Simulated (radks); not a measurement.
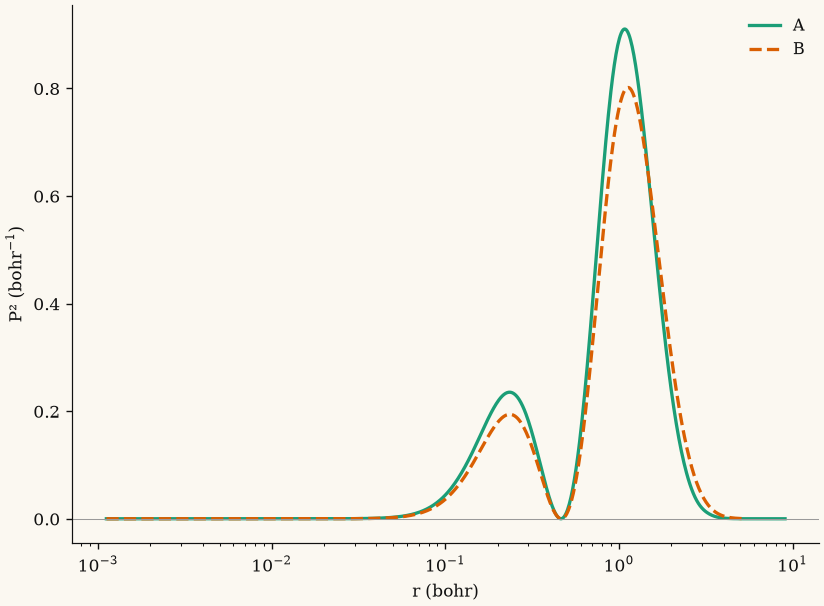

Rh²⁺ (Z = 45, 43 electrons) was computed in two configurations: [Kr] 4d4 5s2 5p1 (high spin); [Kr] 4d7 (high spin). Theory: scalar-relativistic Kohn-Sham, SCAN, spin-polarised, spherical densities, finite nucleus (computed with the in-house radial solver radks).

The plot shows P² of the 4d up orbital in both runs (large components where relativistic).

> Which curve belongs to which run?

A is [Kr] 4d4 5s2 5p1 (high spin) (⟨r⟩ = 1.30 bohr, eigenvalue −40.4 eV); B is [Kr] 4d7 (high spin) (⟨r⟩ = 1.43 bohr, eigenvalue −27.0 eV). The orbital is smaller where the other electrons screen the nucleus less.
